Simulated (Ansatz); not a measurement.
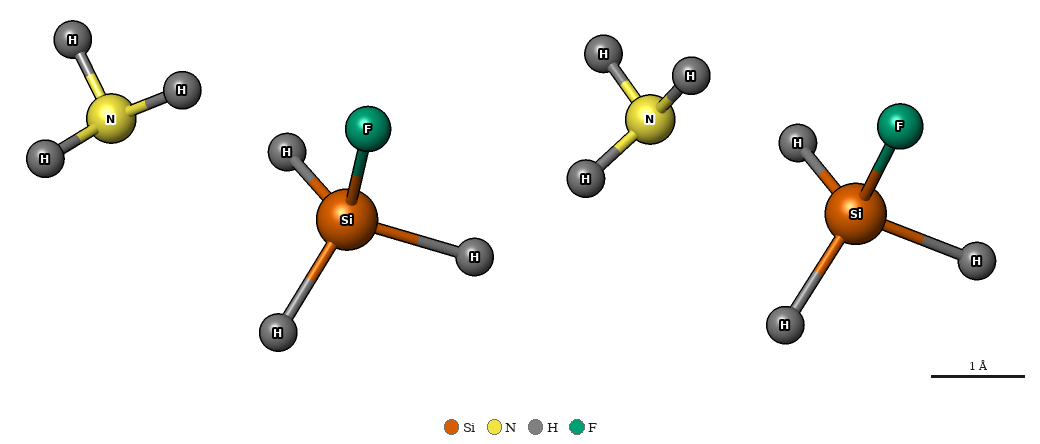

Two geometries of SiNH₆F, drawn at one scale. One is the start of a relaxation, the other its converged end. A ball-and-stick model, seen from a free direction.

Computed with Ansatz, RKS PBE0/def2-SVP. Set-up: no spin polarisation; force threshold 0.03 eV/Å; at most 50 steps.

> Which one is relaxed?

The right one is the relaxed one. The run prepares an end point of a later path (reaction) calculation, from a guessed geometry. The atom that moves furthest after the best rigid fit is an H atom (0.38 Å). By element the largest moves are H 0.38 Å, N 0.20 Å, Si 0.15 Å, F 0.14 Å. Among the contacts that change: N–Si 3.017 → 2.684 Å, F–Si 1.615 → 1.636 Å, H–N 1.037 → 1.019 Å, H–Si 1.499 → 1.503 Å. Among the angles between lasting bonds that change: H–Si–F 110.4° → 113.3°, H–Si–F 105.0° → 102.2°, H–Si–H 108.5° → 105.9°. Over 6 accepted moves (7 points after the start) the energy falls by 0.051 eV. The largest force component goes from 0.58 to 0.023 eV/Å. The line search rejected the trial step at point 4 of the run.
